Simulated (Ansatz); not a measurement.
**InHF₂ (SMILES [F][InH][F]): functionals against CCSD(T) at one geometry**

How do the functionals fare away from a minimum? The structure is a structure displaced at random from a GFN2-xTB minimum.

The runs use Ansatz 0.2.0, Gaussian basis; single points in def2-TZVPP.

Correlated methods freeze the cores. Filled d shells of the heavier atoms are correlated. Core potentials replace the inner electrons past krypton, and spin-orbit coupling is left out.

## Step 1: The system as given

SMILES `[F][InH][F]`, 4 atoms, charge 0, spin multiplicity 1.

Atoms are counted from 1 here; the program's logs count them from 0.

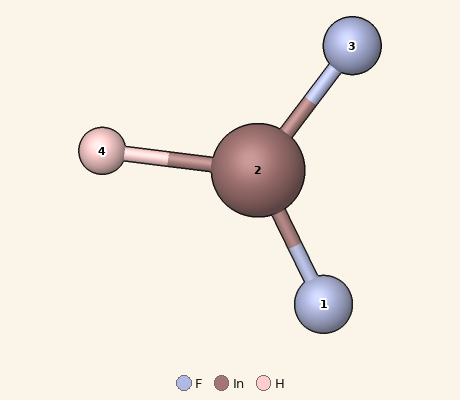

The starting geometry (fluorine light blue, indium brown, hydrogen pink); atoms are numbered from 1 in the order of the file.

As a file:

```xyz
4
F2HIn
F    -1.7386   -0.7373    0.1906
In   -0.0263   -0.0176    0.0208
F     1.4369   -1.0492    0.7661
H     0.3472    1.5209   -1.1239
```

## Step 2: CCSD(T)/def2-TZVPP

The input, run/in.yaml:

```yaml
crystal:
  periodic: [false, false, false]
  atoms:
    - {symbol: F, position_ang: [-1.738600, -0.737300, 0.190600]}
    - {symbol: In, position_ang: [-0.026300, -0.017600, 0.020800]}
    - {symbol: F, position_ang: [1.436900, -1.049200, 0.766100]}
    - {symbol: H, position_ang: [0.347200, 1.520900, -1.123900]}
basis:
  gaussian: {orbitals: def2-TZVPP}
correlation: {method: ccsd_t}
output: {forces: true}
```

No record of the launch command was kept for these runs.

## Step 3: PBE0-D4/def2-TZVPP

Edit run/in.yaml of step 2 so:

```diff
@@ -9,3 +9,3 @@
   gaussian: {orbitals: def2-TZVPP}
-correlation: {method: ccsd_t}
-output: {forces: true}
+hamiltonian: {xc: pbe0, dispersion: d4}
+output: {forces: true, orbitals: {seedname: orbitals}}
```

## Step 4: wB97M-V/def2-TZVPP

Edit run/in.yaml of step 3 so:

```diff
@@ -9,3 +9,3 @@
   gaussian: {orbitals: def2-TZVPP}
-hamiltonian: {xc: pbe0, dispersion: d4}
-output: {forces: true, orbitals: {seedname: orbitals}}
+hamiltonian: {xc: {name: wB97M-V}}
+output: {forces: true}
```

## Step 5: r2SCAN-D4/def2-TZVPP

Edit run/in.yaml of step 4 so:

```diff
@@ -9,3 +9,3 @@
   gaussian: {orbitals: def2-TZVPP}
-hamiltonian: {xc: {name: wB97M-V}}
+hamiltonian: {xc: r2scan, dispersion: d4}
 output: {forces: true}
```

## Step 6: PBE-D4/def2-TZVPP

Edit run/in.yaml of step 5 so:

```diff
@@ -9,3 +9,3 @@
   gaussian: {orbitals: def2-TZVPP}
-hamiltonian: {xc: r2scan, dispersion: d4}
+hamiltonian: {xc: pbe, dispersion: d4}
 output: {forces: true}
```

## Step 7: BLYP-D4/def2-TZVPP

Edit run/in.yaml of step 6 so:

```diff
@@ -9,3 +9,3 @@
   gaussian: {orbitals: def2-TZVPP}
-hamiltonian: {xc: pbe, dispersion: d4}
+hamiltonian: {xc: {name: BLYP}, dispersion: d4}
 output: {forces: true}
```

## Step 8: HSE06-D4/def2-TZVPP

Edit run/in.yaml of step 7 so:

```diff
@@ -9,3 +9,3 @@
   gaussian: {orbitals: def2-TZVPP}
-hamiltonian: {xc: {name: BLYP}, dispersion: d4}
+hamiltonian: {xc: hse06, dispersion: d4}
 output: {forces: true}
```

(Steps that only read results are left out.)

Before running it: what results should come out? Wanted: energy less free atoms, CCSD(T)/def2-TZVPP; RMS force component; RMS force error; HOMO and LUMO, PBE0-D4; T1 diagnostic.

As calculated:

| quantity | value |
| --- | --- |
| energy less free atoms, CCSD(T)/def2-TZVPP | -10.539 eV |
| RMS force component | 1.322 to 1.538 eV/Å over the methods |
| RMS force error | PBE0-D4 0.028, wB97M-V 0.065, r2SCAN-D4 0.061, PBE-D4 0.275, BLYP-D4 0.415, HSE06-D4 0.030 eV/Å |
| HOMO and LUMO, PBE0-D4 | -9.42 and -2.56 eV |
| T1 diagnostic | 0.018 |

**Reading.** Against CCSD(T) the functionals' energies less atoms differ by -0.523 to +0.029 eV, PBE-D4 by -0.523 eV. CCSD(T) in triple zeta still lacks some correlation energy of the bonds, so part of these gaps is its own basis error and they don't rank the functionals. The forces of PBE0-D4 come nearest to CCSD(T), those of BLYP-D4 are farthest.
